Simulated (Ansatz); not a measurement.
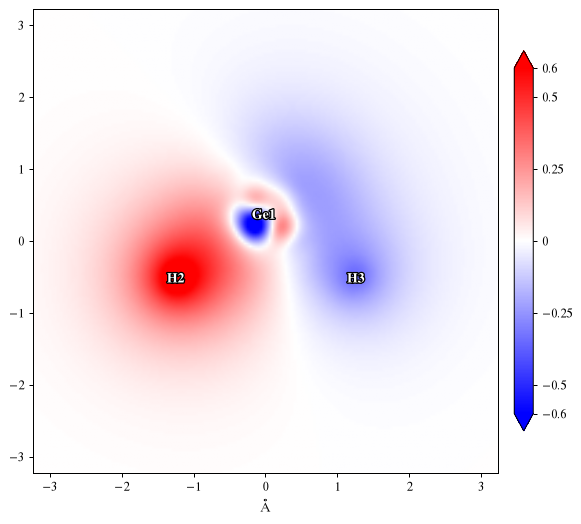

*GeH4. The HOMO on the plane of atoms H2, Ge1 and H3 (values in Å⁻³ᐟ²; the overall sign is arbitrary).*

Geometry: PBE0-D4/def2-TZVP.

All numbers below come from RKS PBE0-D4/def2-TZVPPD in Ansatz 0.2.0.

Input file:

```
crystal:
  periodic: [false, false, false]
  atoms:
    - {symbol: Ge, position_ang: [0.043214, 0.056419, 1.437889]}
    - {symbol: H, position_ang: [1.485933, -0.398511, 1.183013]}
    - {symbol: H, position_ang: [-0.216447, 0.110690, 2.948865]}
    - {symbol: H, position_ang: [-0.928483, -0.936480, 0.787240]}
    - {symbol: H, position_ang: [-0.168034, 1.449974, 0.832282]}
basis:
  gaussian: {orbitals: "def2-TZVPPD.json"}
hamiltonian: {xc: pbe0, dispersion: d4}
output: {orbitals: {seedname: orbitals}}
```

Run with:

```sh
ansatz run in.yaml --threads 4 --pin off --events-out ev --progress --plain --max-ram 9574MiB
```

Where does this orbital lie, and at what energy?

Answer. By Hirshfeld shares it lies mainly on Ge1 (about 45 %), H2 (about 30 %) and H4 (about 15 %). It is one of a degenerate set, so its orientation is arbitrary. Its energy is −9.65 eV.
